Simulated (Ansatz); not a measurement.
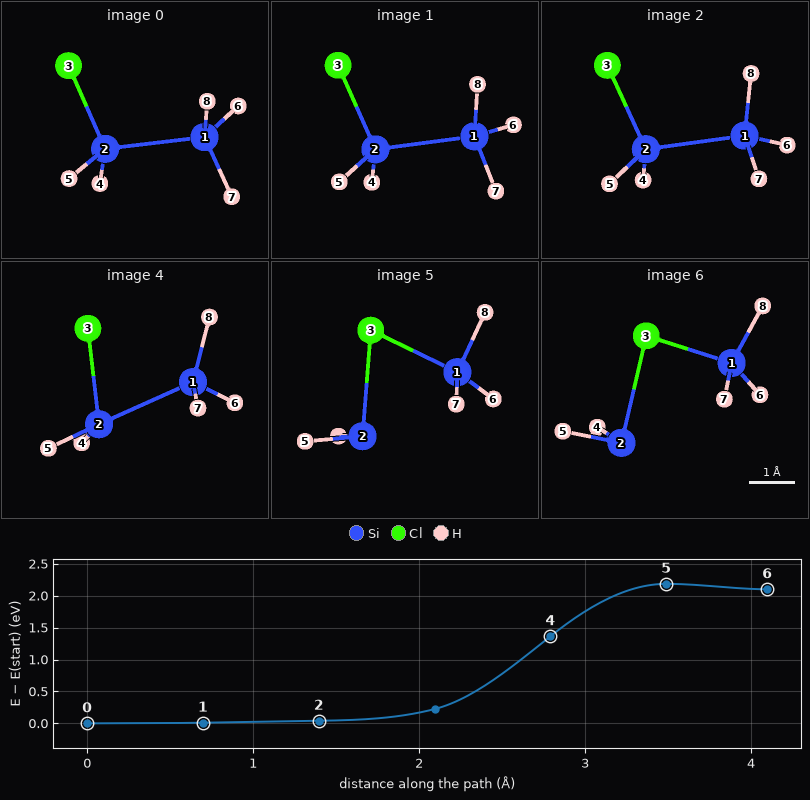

A search for the minimum-energy path of Si2H5Cl by the nudged elastic band. Images are numbered from 0 (start) to 6 (end). A ball-and-stick model, seen at a tilt.

These are results of RKS PBE0-D4/def2-SVP in Ansatz, not measurements. Settings: 5 movable images; climbing image.

> Describe the mechanism and the energy profile.

Breaking: Si1–Si2 (2.34 → 2.69 at the top → 3.19 Å). Forming: Si1–Cl3 (3.58 → 2.24 at the top → 2.10 Å). The highest point, image 5, lies 2.19 eV above the start and 0.09 eV above the end; the end is at +2.10 eV relative to the start. The band converged in 12 iterations. The largest component of the band force went from 1.5 to 0.021 eV/Å. The climbing image converged on the top of the path. Its curvatures weren't checked. The largest force component is 0.28 eV/Å at the start and 0.37 eV/Å at the end; an end with forces this large is no minimum, and the barrier measured from it can be far off.

Cost: 110 s on 2 threads of Arm Neoverse V1, with other jobs on the host.
